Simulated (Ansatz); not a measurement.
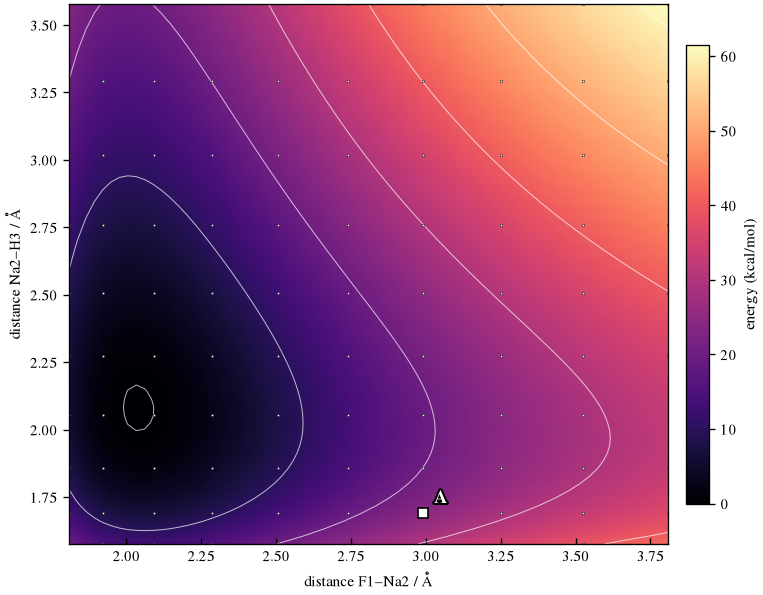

The system F⁻ + NaH. Coordinates scanned: (1) distance F1–Na2; (2) distance Na2–H3. Nothing is relaxed (the angle F1–Na2–H3 is fixed at 180 degrees). The scan uses a 10 × 10 grid. All energies are given in kcal/mol relative to the lowest grid point. The restricted reference is unstable at some or all points, so the energies there are unreliable. Level of theory: RHF-CCSD(T), frozen core/def2-TZVPD (Ansatz 0.2.0).

In the figure: a smooth colour map with a few white contour lines, dots at the grid points, the point A. Between grid points the surface is interpolated.

> Is A at rest? If not, where is it pushed?

A, at distance F1–Na2 = 2.989 Å, distance Na2–H3 = 1.691 Å, is not a stationary point. The computed force is 20 kcal/mol for each Å towards smaller values of distance F1–Na2 and 40 kcal/mol for each Å towards larger values of distance Na2–H3.
